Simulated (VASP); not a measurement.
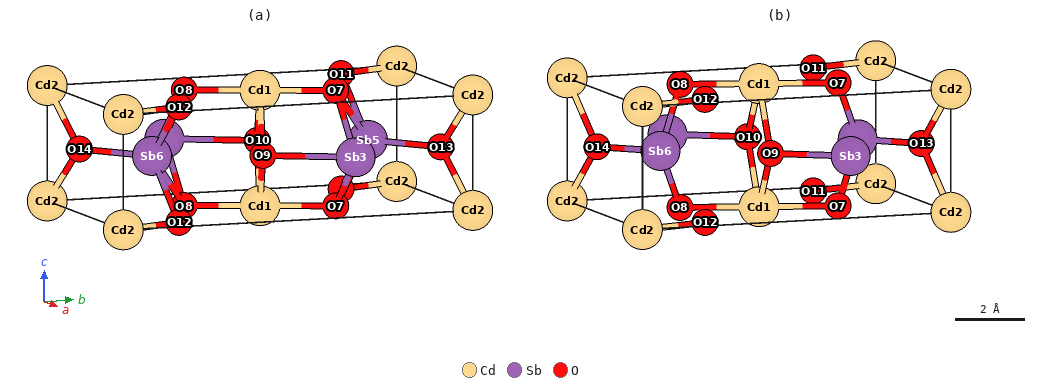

The structure of a crystal of CdSb2O4 (a generated structure, set up in Pbam) before (left) and after (right) a relaxation, at one scale.

The picture is a ball-and-stick view of the cell of the calculation, seen slightly off an axis.

The run lets cell and atoms move.

All numbers below come from VASP, Kohn-Sham DFT of a periodic cell, PBE, VASP PAW PBE potentials, recommended.

Input
```
SYSTEM = CdSb2O4
PREC = Normal
ENCUT = 520
EDIFF = 1E-4
ISMEAR = 0
SIGMA = 0.15
LREAL = Auto
LASPH = .True.
NELM = 60
ALGO = Fast
ISIF = 3
LWAVE = .False.
LCHARG = .False.
GGA = PE
IBRION = 2
NSW = 24
EDIFFG = -0.08
```

Run as
```bash
cat potpaw_PBE.64/Cd/POTCAR potpaw_PBE.64/Sb/POTCAR potpaw_PBE.64/O/POTCAR > POTCAR
mpirun -np 4 vasp_std > vasp.out
```

Q: Describe what moved and what it gained.

A: The relaxation stopped without meeting its thresholds, so the last structure isn't shown to be converged. After 23 geometry steps the energy has fallen by 413 meV per atom. Largest force component: 2.3 eV/Å at the start, 0.087 eV/Å at the end. Pressure: −8.99 GPa at the start and 0.72 GPa at the end. The largest moves relative to the cell, 0.42 Å, are those of O atoms. Largest moves by element: O 0.42 Å, Sb 0.30 Å. Cd stays in place. The drawn cell changes as follows: a 6.200 → 6.126 Å (−1.2 %), b 10.900 → 9.623 Å (−11.7 %), c 3.400 → 3.625 Å (+6.6 %); the volume changes by −7.0 %. Among the contacts that change: O–Sb 2.527 → 2.034 Å, O–Sb 2.554 → 2.988 Å, O–Sb 2.541 → 2.153 Å, O–Sb 2.729 → 2.387 Å. Bond angles that change, for instance: O–Sb–O 84.0° → 114.7°, Sb–O–Sb 84.0° → 114.7°, O–Sb–O 87.5° → 92.6°. The space group stays Pbam (No. 55).
